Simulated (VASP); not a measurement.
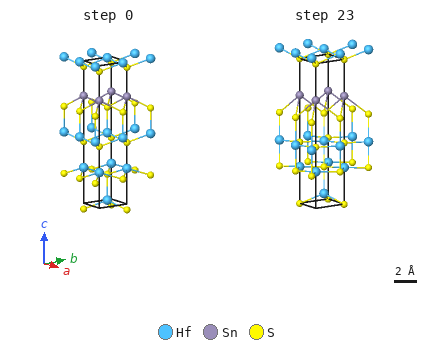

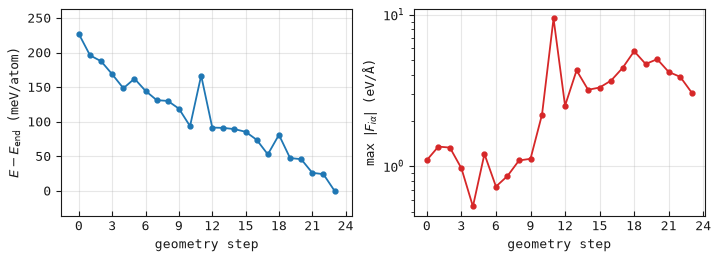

First and last geometry of a relaxation of solid Hf3SnS4 (a generated structure, set up in P3m1), with the history of the run. A ball-and-stick model of the cell of the calculation, seen slightly off an axis.

The run lets cell and atoms move.

Level of theory: Kohn-Sham DFT of a periodic cell, PBE, VASP PAW PBE potentials, recommended (VASP 6.6.1).

Input
```
SYSTEM = Hf3SnS4
  ALGO = Fast
  EDIFF = 1E-4
  EDIFFG = -0.08
  ENCUT = 520
  GGA = PE
  IBRION = 2
  ISIF = 3
  ISMEAR = 0
  LASPH = .TRUE.
  LCHARG = .FALSE.
  LREAL = .FALSE.
  LWAVE = .FALSE.
  NELM = 60
  NSW = 24
  PREC = Normal
  SIGMA = 0.15
```

Command:
```bash
cat potpaw_PBE.64/Hf_pv/POTCAR potpaw_PBE.64/Sn_d/POTCAR potpaw_PBE.64/S/POTCAR > POTCAR
mpirun -np 1 vasp_std > vasp.out
```

Read the history and describe the run.

Answer. The relaxation stopped without meeting its thresholds, so the last structure isn't shown to be converged. Over 23 geometry steps the energy falls by 227 meV per atom. Largest force component: 1.1 eV/Å at the start, 3.1 eV/Å at the end. Pressure: 5.33 GPa at the start and 1.01 GPa at the end. The atom that moves furthest relative to the cell is a Hf atom (0.86 Å along −c). By element the largest moves are Hf 0.86 Å, S 0.71 Å, Sn 0.11 Å. The drawn cell changes as follows: a = b 4.047 → 4.165 Å (+2.9 %), c 13.261 → 13.475 Å (+1.6 %); the volume changes by +7.6 %. Some distances before and after: Hf–S 3.865 → 2.415 Å, S–Sn 2.700 → 3.385 Å, Hf–Hf 3.911 → 3.325 Å, S–Sn 2.615 → 3.000 Å. New bonds form: Hf–S (3.86 → 2.42 Å). Among the angles between lasting bonds that change: S–Hf–S 107.4° → 90.2°, Hf–S–Hf 107.4° → 90.2°, Hf–S–Hf 107.3° → 92.9°. The space group stays P3m1 (No. 156).

```tsv
step	E − E(0), meV/atom	largest force component, eV/Å	pressure, GPa	volume, Å³/atom
0	0.00	1.0961	5.33	23.512
1	-30.73	1.3452	-3.53	26.268
2	-39.29	1.3253	-1.10	25.331
3	-58.17	0.9671	-0.78	25.244
4	-78.33	0.5415	0.01	25.091
5	-64.48	1.2014	2.73	24.767
6	-82.20	0.7326	0.72	24.992
7	-95.55	0.8602	-0.59	25.474
8	-96.66	1.0895	-1.01	25.669
9	-107.88	1.1171	-0.79	25.588
10	-133.19	2.1904	0.16	25.345
11	-59.94	9.4467	5.10	24.851
12	-135.21	2.5060	0.39	25.298
13	-135.68	4.2879	1.50	25.135
14	-137.46	3.1923	0.86	25.223
15	-141.32	3.3027	0.86	25.214
16	-152.94	3.6732	1.02	25.187
17	-174.01	4.4547	1.44	25.131
18	-145.69	5.7383	3.71	25.016
19	-179.31	4.7236	1.64	25.109
20	-180.94	5.0845	2.17	25.076
21	-200.68	4.1848	1.85	25.167
22	-202.61	3.8866	1.84	25.200
23	-226.63	3.0556	1.01	25.309
```
